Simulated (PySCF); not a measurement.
C3H5PSSi

```yaml
atoms:
  - { symbol: Si, position_ang: [-2.0043, 0.1635, -0.0607] }
  - { symbol: C, position_ang: [-0.1190, 0.0651, -0.0483] }
  - { symbol: C, position_ang: [0.5666, -0.8754, 0.6423] }
  - { symbol: S, position_ang: [2.2822, -0.8511, 0.5686] }
  - { symbol: C, position_ang: [2.3457, 0.5135, -0.4674] }
  - { symbol: P, position_ang: [0.8807, 1.2267, -0.9610] }
  - { symbol: H, position_ang: [-2.5167, -0.9238, 0.7757] }
  - { symbol: H, position_ang: [-2.4714, 0.0180, -1.4403] }
  - { symbol: H, position_ang: [-2.4082, 1.4636, 0.4774] }
  - { symbol: H, position_ang: [0.1246, -1.6503, 1.2437] }
  - { symbol: H, position_ang: [3.3251, 0.8529, -0.7561] }
```

Geometry: GFN2-xTB.

Method: PBE0/def2-SVPD, SCF density, gas phase in PySCF 2.14.0.

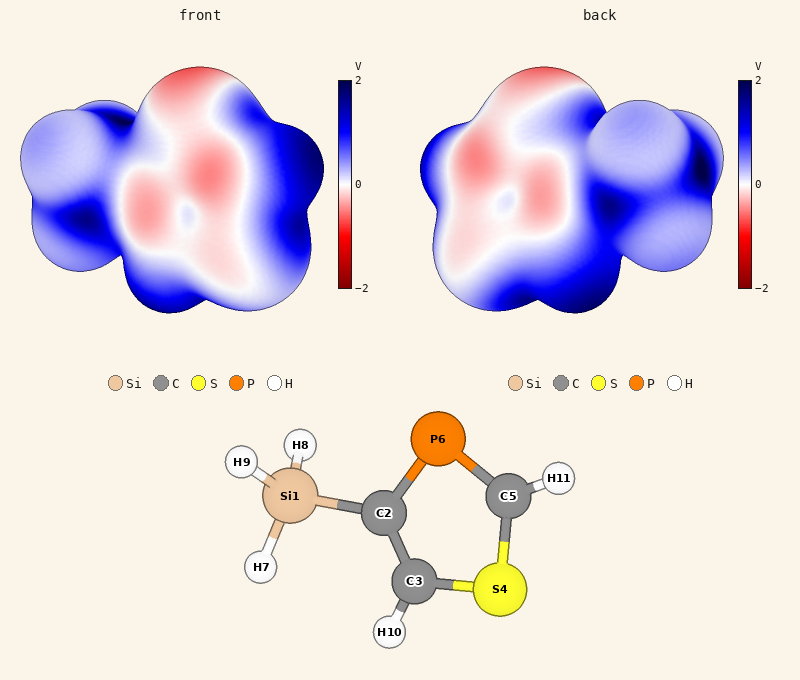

Figure 1. The electrostatic potential painted on the density surface at 0.004 e/bohr³, seen from the front and from behind; the colour scale runs from red (negative) to blue (positive). The bare structure is drawn below in the same view.

Where is the surface potential most negative and most positive?

Answer. The most negative region (about −0.6 V) lies over P6, the most positive (about +1.9 V) over Si1.

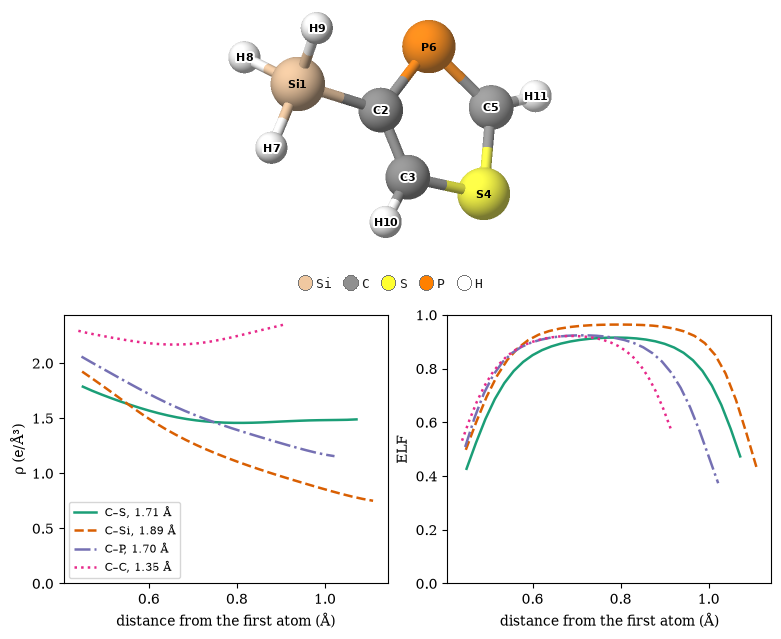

Figure 2. Electron density and electron localisation function along straight lines between neighbouring atoms. The curves leave out the atomic cores. The structure is drawn too.

Compare the contacts.

Answer. C–S (1.71 Å): ρ is about 1.5 e/Å³ halfway; the ELF peaks at about 0.90 between the atoms (localised, covalent bonding).
C–Si (1.89 Å): ρ is about 0.92 e/Å³ halfway; the ELF peaks at about 0.95 between the atoms; a shared electron pair.
C–P (1.70 Å): ρ is about 1.3 e/Å³ halfway; the ELF peaks at about 0.90 between the atoms: localised, covalent bonding.
C–C (1.35 Å): ρ is about 2.2 e/Å³ halfway; the ELF peaks at about 0.90 between the atoms: localised, covalent bonding.
